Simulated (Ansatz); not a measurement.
# CHF3O3S (SMILES O=S(=O)(O)C(F)(F)F) at HF/6-31G(d) (spherical functions)

What is the energy change on altering one bond length of CHF3O3S at HF/6-31G* (spherical functions)? 

The results are computed with Ansatz 0.2.0.

115 further runs of the same task are left out: 1 that didn't finish, 114 set aside as unsound or not needed.

## (1) The system as given

CHF3O3S has 9 atoms, charge 0, and is taken as a singlet. SMILES: `O=S(=O)(O)C(F)(F)F`. Geometry: relaxed at PBE0-D4/def2-TZVP. This is one conformer, not always the lowest.

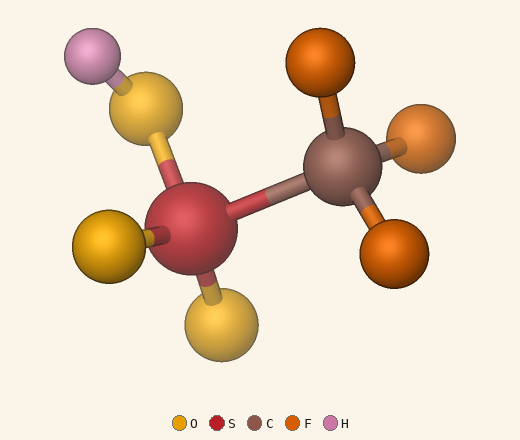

Viewed from a chosen angle; oxygen amber, sulfur red, carbon brown, fluorine orange, hydrogen pink.

## (2) A single-point energy at HF/6-31G(d) (spherical functions)

input.yaml reads:

```yaml
crystal:
  periodic: [false, false, false]
  atoms:
    - {symbol: O, position_ang: [1.462890, -0.581870, 0.985740]}
    - {symbol: S, position_ang: [0.298500, -0.778940, 0.194370]}
    - {symbol: O, position_ang: [0.144480, -1.837650, -0.729970]}
    - {symbol: O, position_ang: [-0.972740, -0.777950, 1.128120]}
    - {symbol: C, position_ang: [0.003130, 0.796730, -0.725230]}
    - {symbol: F, position_ang: [-0.076560, 1.801740, 0.138180]}
    - {symbol: F, position_ang: [1.014380, 1.004120, -1.547510]}
    - {symbol: F, position_ang: [-1.120920, 0.723830, -1.412290]}
    - {symbol: H, position_ang: [-0.753170, -0.350000, 1.968590]}
basis:
  gaussian:
    orbitals: 6-31G_st_-spherical.json
hamiltonian:
  xc: hf
accuracy: high
output: {orbitals: {seedname: orbitals}}
```

The basis set 6-31G* is read from a file made from the Basis Set Exchange's data (not shown).

On the command line:

```sh
$ ansatz run input.yaml --threads 1 --pin off --max-ram 3480MiB --events-out events.jsonl --progress --plain --runs-dir runs
```

The program printed:

```text
Warning: RAYON_NUM_THREADS=1 ignored (pool sized by the plan → 1); use --threads N
Functional definition: HF
  name "HF"
  exchange = exact_x
  correlation = 0
2686 factors; integrals over basis functions are off by at most 6.4e-9 eV
mean field evaluation 1: about -26079.7396 eV, gradient 7.1e1 eV
mean field evaluation 2: about -26079.8899 eV, gradient 7.1e1 eV
mean field evaluation 4: about -26089.1289 eV, gradient 4.8e0 eV
mean field evaluation 8: about -26089.2008 eV, gradient 5.2e-1 eV
mean field evaluation 16: about -26089.2016 eV, gradient 2.8e-8 eV
mean field -26089.20155812 eV, -958.7604733650 hartree, gradient 2.8e-8 eV, S^2 0.000000; 0 other end points of the search recorded, 0 dependent functions left out
reference -26089.20155812 eV, -958.7604733650 hartree; 37, 37 occupied and 81, 81 virtual orbitals, 2686 factors
Total energy: -26089.20155812 eV, -958.7604733650 hartree
```

Run time: 8.4 s. Hardware: 1 thread of Intel Xeon Platinum 8259CL at 2.50GHz (Skylake/Cascade Lake), shared host; peak memory 0.48 GiB.

## (3) The distorted shape, same level

in.yaml reads:

```yaml
crystal:
  periodic: [false, false, false]
  atoms:
    - {symbol: O, position_ang: [1.551503, -1.054580, 1.261625]}
    - {symbol: S, position_ang: [0.387113, -1.251650, 0.470255]}
    - {symbol: O, position_ang: [0.233093, -2.310360, -0.454085]}
    - {symbol: O, position_ang: [-0.884127, -1.250660, 1.404005]}
    - {symbol: C, position_ang: [0.003130, 0.796730, -0.725230]}
    - {symbol: F, position_ang: [-0.076560, 1.801740, 0.138180]}
    - {symbol: F, position_ang: [1.014380, 1.004120, -1.547510]}
    - {symbol: F, position_ang: [-1.120920, 0.723830, -1.412290]}
    - {symbol: H, position_ang: [-0.664557, -0.822710, 2.244475]}
basis:
  gaussian:
    orbitals: 6-31G_st_-spherical.json
magnetization:
  spin_polarized: false
hamiltonian:
  xc: hf
accuracy: high
output: {orbitals: {seedname: orbitals}}
```

The basis set 6-31G* is read from a file made from the Basis Set Exchange's data (not shown).

On the command line:

```sh
$ ansatz run in.yaml --threads 1 --pin off --max-ram 3480MiB --events-out events.jsonl --progress --plain --runs-dir runs
```

The program printed:

```text
Warning: RAYON_NUM_THREADS=1 ignored (pool sized by the plan → 1); use --threads N
Functional definition: HF
  name "HF"
  exchange = exact_x
  correlation = 0
2633 factors; integrals over basis functions are off by at most 4.4e-9 eV
mean field evaluation 1: about -26078.0148 eV, gradient 6.9e1 eV
mean field evaluation 2: about -26078.1614 eV, gradient 6.9e1 eV
mean field evaluation 4: about -26087.0972 eV, gradient 4.9e0 eV
mean field evaluation 8: about -26087.1767 eV, gradient 5.7e-1 eV
mean field evaluation 16: about -26087.1776 eV, gradient 2.5e-8 eV
mean field -26087.17763421 eV, -958.6860955333 hartree, gradient 2.5e-8 eV, S^2 0.000000; 0 other end points of the search recorded, 0 dependent functions left out
reference -26087.17763421 eV, -958.6860955333 hartree; 37, 37 occupied and 81, 81 virtual orbitals, 2633 factors
Total energy: -26087.17763421 eV, -958.6860955333 hartree
```

Wall time 8.1 s (1 thread of Intel Xeon Platinum 8259CL at 2.50GHz (Skylake/Cascade Lake), shared host); peak memory 0.47 GiB.

## (4) What came out

Level: HF/6-31G* (spherical functions).

| quantity | value |
| --- | --- |
| first shape: total energy | -958.76047 Eh |
| first shape: HOMO energy | -14.00 eV |
| first shape: LUMO energy | 4.59 eV |
| first shape: HOMO–LUMO gap | 18.59 eV |
| distorted shape: total energy | -958.68610 Eh |
| distorted shape: HOMO energy | -11.80 eV |
| distorted shape: LUMO energy | 1.12 eV |
| distorted shape: HOMO–LUMO gap | 12.92 eV |
| energy change with the S2–C5 bond stretched from 1.848 to 2.403 Å | 2.024 eV |

In words: With the S2–C5 bond stretched from 1.848 to 2.403 Å the energy rises by 2.02 eV (195 kJ/mol). The first shape isn't relaxed at this level, so the change isn't measured from a minimum.
